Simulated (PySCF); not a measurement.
**wB97X-V/aug-cc-pVDZ run of AlH (SMILES [AlH])**

What is the vertical singlet–triplet gap of AlH at wB97X-V/aug-cc-pVDZ? The job is set up through a Python script.

The calculation is run with PySCF 2.14.0.

5 further runs of the same task are left out: 5 set aside as unsound or not needed.

### Step 1. The structure to begin with

The species is AlH (2 atoms), meant as a singlet with charge 0. As SMILES, `[AlH]`. The shape comes from GFN2-xTB, which is rough for such elements, and wasn't checked as a minimum.

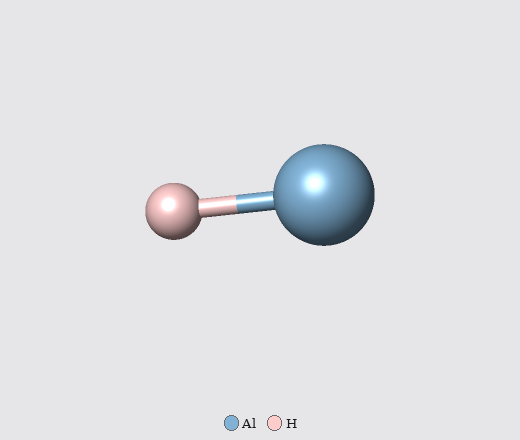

Viewed from a chosen angle; aluminium light blue, hydrogen pink.

### Step 2. A single-point energy at wB97X-V/aug-cc-pVDZ

The input, job.py:

```python
from pyscf import gto, dft

molecule = gto.Mole()
molecule.atom = 'Al 0.000000 0.000000 0.000000; H 0.000000 0.000000 1.613470'
molecule.verbose = 3
molecule.charge = 0
molecule.basis = 'aug-cc-pvdz'
molecule.max_memory = 1860
molecule.build()

calc0 = dft.RKS(molecule)
calc0.xc = 'wb97x-v'
calc0.grids.level = 5
calc0.nlcgrids.level = 1
calc0.conv_tol = 1e-10
calc0.kernel()
if not calc0.converged:
    calc0 = calc0.newton().run(calc0.mo_coeff, calc0.mo_occ)

e_final = calc0.e_tot
print('Final energy', e_final)
```

On the command line:

```sh
$ OMP_NUM_THREADS=1 python job.py
```

The program printed:

```text
converged SCF energy = -242.928074536998
Final energy -242.92807453699777
```

Wall time 5.1 s (1 thread of Arm Neoverse V1, shared host); peak memory 0.21 GiB.

### Step 3. The triplet, same level

The input, run.py:

```python
from pyscf import gto, dft

mol = gto.M(
    atom='''
Al       0.000000       0.000000       0.000000
H        0.000000       0.000000       1.613470
''',
    max_memory=1860,
    basis='aug-cc-pvdz',
    spin=2,
    verbose=4,
)

mf = dft.UKS(mol, xc='wb97x-v')
mf.nlcgrids.level = 1
mf.conv_tol = 1e-10
mf.grids.level = 5
mf.kernel()
if not mf.converged:
    mf = mf.newton().run(mf.mo_coeff, mf.mo_occ)

energy = mf.e_tot
print('E(%s) = %.9f' % ('WB97X-V', energy))
```

On the command line:

```sh
$ OMP_NUM_THREADS=1 python run.py
```

The program printed:

```text
PySCF version 2.14.0

[INPUT] num. atoms = 2
[INPUT] num. electrons = 14
[INPUT] charge = 0
[INPUT] spin (= nelec alpha-beta = 2S) = 2
[INPUT] symmetry False subgroup None
[INPUT] Mole.unit = angstrom
[INPUT] Symbol           X                Y                Z      unit          X                Y                Z       unit  Magmom
[INPUT]  1 Al     0.000000000000   0.000000000000   0.000000000000 AA    0.000000000000   0.000000000000   0.000000000000 Bohr   0.0
[INPUT]  2 H      0.000000000000   0.000000000000   1.613470000000 AA    0.000000000000   0.000000000000   3.049016410202 Bohr   0.0

nuclear repulsion = 4.26367006635388
number of shells = 13
number of NR pGTOs = 61
number of NR cGTOs = 36
basis = aug-cc-pvdz
ecp = {}

[... 43 lines left out ...]
[... the frontier-level lines of each cycle are left out ...]
[... 3 lines left out ...]
[... 46 lines left out ...]
converged SCF energy = -242.858493895702  <S^2> = 2.0044293  2S+1 = 3.0029514
E(WB97X-V) = -242.858493896
```

It took 7.8 s on 1 thread of Arm Neoverse V1, shared host; peak memory 0.22 GiB.

### Step 4. Results

At wB97X-V/aug-cc-pVDZ:

```
                                        quantity          value
                           singlet: total energy  -242.92807 Eh
                          singlet: dipole moment         0.19 D
                            singlet: HOMO energy       -7.90 eV
                            singlet: LUMO energy       -0.05 eV
                          singlet: HOMO–LUMO gap        7.85 eV
                           triplet: total energy  -242.85849 Eh
                          triplet: dipole moment         0.51 D
     triplet: HOMO energy (highest over α and β)       -6.14 eV
      triplet: LUMO energy (lowest over α and β)       -1.78 eV
                                   triplet: ⟨S²⟩          2.004
vertical energy of the triplet above the singlet       1.893 eV
```

What this shows: At this shape the triplet lies 1.89 eV (44 kcal/mol) above the singlet.
